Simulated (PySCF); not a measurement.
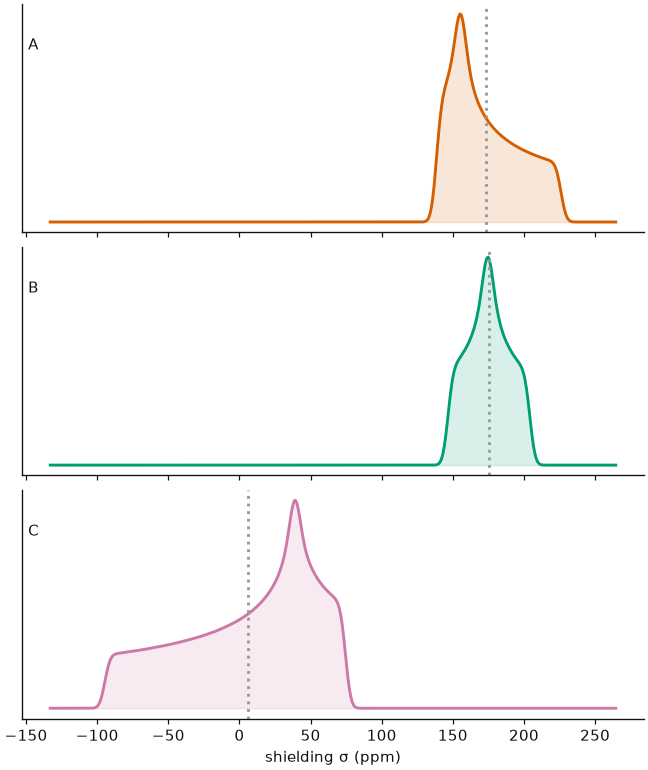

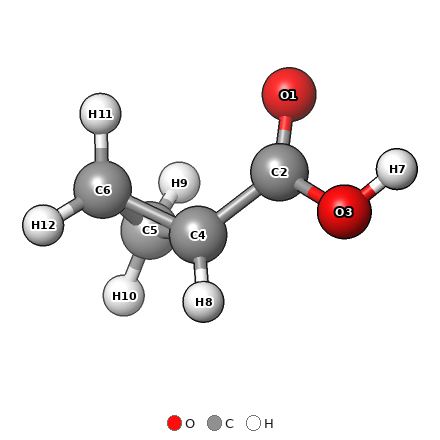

Static powder patterns (¹³C) from GIAO shielding tensors of C₄H₆O₂, SMILES O=C(O)C1CC1, PBE0/pcSseg-1 in PySCF, at a GFN2-xTB geometry (no frequency check); absolute shielding, one fixed geometry of the isolated molecule without any motion, no dipolar terms. The dotted line is the isotropic value; skew is 3(σiso − σ22)/span.

Question: The panels belong to C2, C4 and C6. Which is which?

Answer: panel A: C4, σ11, σ22, σ33 = 138, 155, 226 ppm, isotropic 173, span 88 ppm, skew 0.61; panel B: C6, σ11, σ22, σ33 = 147, 175, 204 ppm, isotropic 175, span 58 ppm, skew 0.03; panel C: C2, σ11, σ22, σ33 = −95, 39, 75 ppm, isotropic 6, span 169 ppm, skew −0.58.

Caveats: the tight-binding geometry is rougher than a DFT one and adds to the error; one conformer of a flexible molecule.
